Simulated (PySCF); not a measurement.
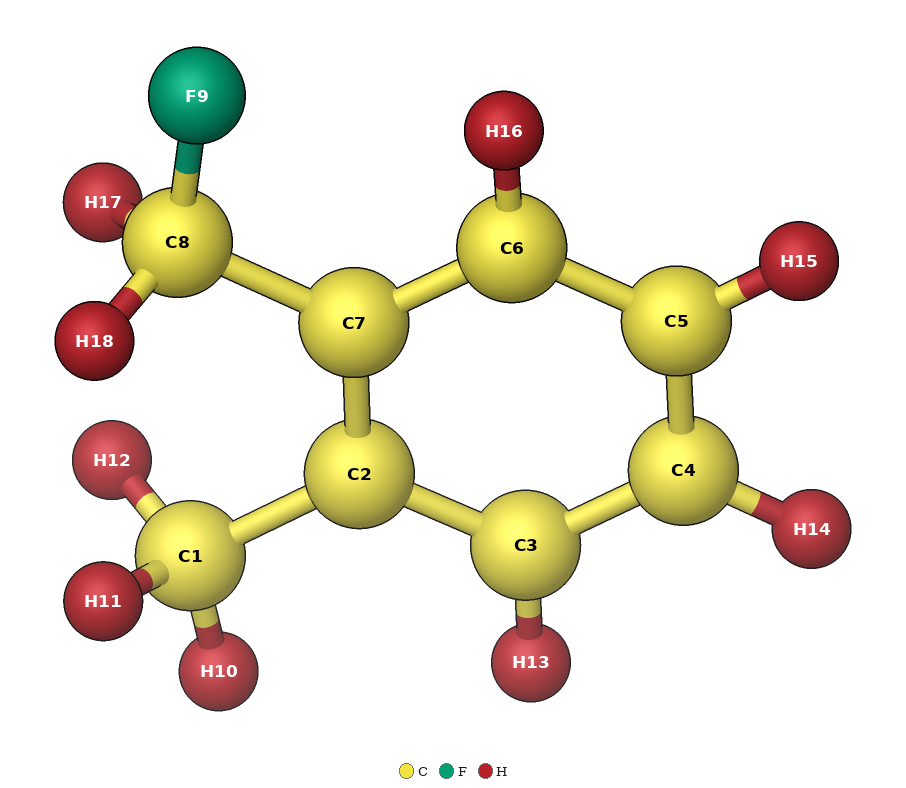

Computed geometry: PBE0-D3(BJ)/def2-SVP optimisation. No frequency run is at hand to confirm it as a minimum. Method: TDDFT B3LYP/def2-SVPD, vertical, gas phase, core orbitals frozen in the response (PySCF 2.14.0), and the same with a continuum solvent (IEF-PCM, Bondi radii x 1.2, gas-phase geometry).

How do dipole (D), HOMO–LUMO gap (eV), lowest singlet (eV) change in chloroform (ε = 4.7), methanol (ε = 32.6)?

```csv
medium,dipole (D),HOMO–LUMO gap (eV),lowest singlet (eV)
gas phase,1.87,6.33,5.28
chloroform,2.34,6.33,5.28
methanol,2.54,6.33,5.28
```
